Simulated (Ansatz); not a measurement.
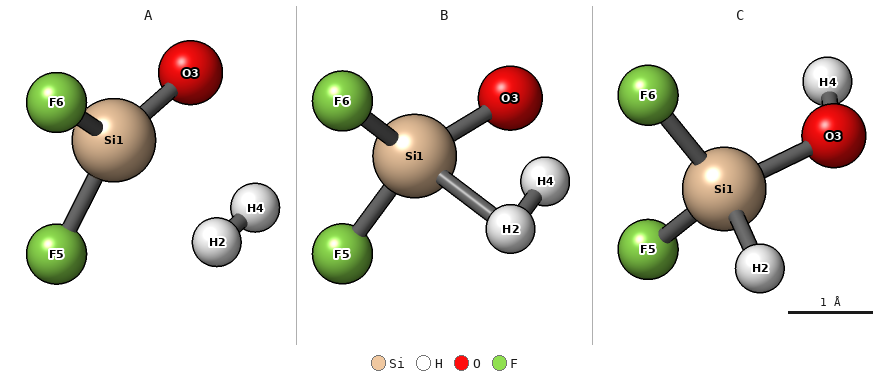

Three geometries of SiH2OF2: a saddle point and the two minima that it joins, in shuffled order. The picture is a ball-and-stick view, seen from a free direction. Sticks join atoms that are closer than about 1.2 times the sum of their covalent radii (a little more with hydrogen).

Stationary points at PBE0-D4/def2-TZVP, single-point energies with CCSD(T)/CBS, RPA@PBE, r2SCAN0-D4, SPW92 (LDA), BLYP-D4, PBE-D4 (def2-TZVPP where no basis is named; Ansatz 0.2.0). The energies are electronic, without zero-point or thermal terms, and both ends are the minima reached downhill from the saddle, with any fragments still in contact. CCSD(T)/CBS stands for a frozen-core estimate: MP2 correlation extrapolated from def2-TZVPP and def2-QZVPP, CCSD(T) minus MP2 from the smaller set.

Which frame is the transition state, what reaction does it lead through, and what barrier is to be expected?

Answer. Frame B is the saddle point. Counted by bonded pieces, C holds SiH₂OF₂ and A holds H₂ + SiOF₂. From C over the saddle to A, a bond forms: H2–H4 (3.39 → 0.93 → 0.76 Å). Bonds break: Si1–H2 (1.46 → 1.72 → 2.18 Å), O3–H4 (0.96 → 1.52 → 2.50 Å). The saddle has one imaginary mode, 1086i cm⁻¹. With CCSD(T)/CBS the barrier is 3.04 eV from C and 0.52 eV from A, and A lies 2.53 eV above C.

| level | barrier from C (eV) | barrier from A (eV) | A less C (eV) |
| --- | --- | --- | --- |
| CCSD(T)/CBS | 3.04 | 0.52 | 2.53 |
| RPA@PBE | 2.99 | 0.55 | 2.44 |
| r2SCAN0-D4 | 3.02 | 0.42 | 2.60 |
| SPW92 (LDA) | 2.56 | 0.15 | 2.41 |
| BLYP-D4 | 2.74 | 0.54 | 2.20 |
| PBE-D4 | 2.64 | 0.38 | 2.25 |

Against CCSD(T)/CBS, r2SCAN0-D4 comes closest on the barrier from C (−0.02 eV) and SPW92 (LDA) misses most (−0.48 eV).
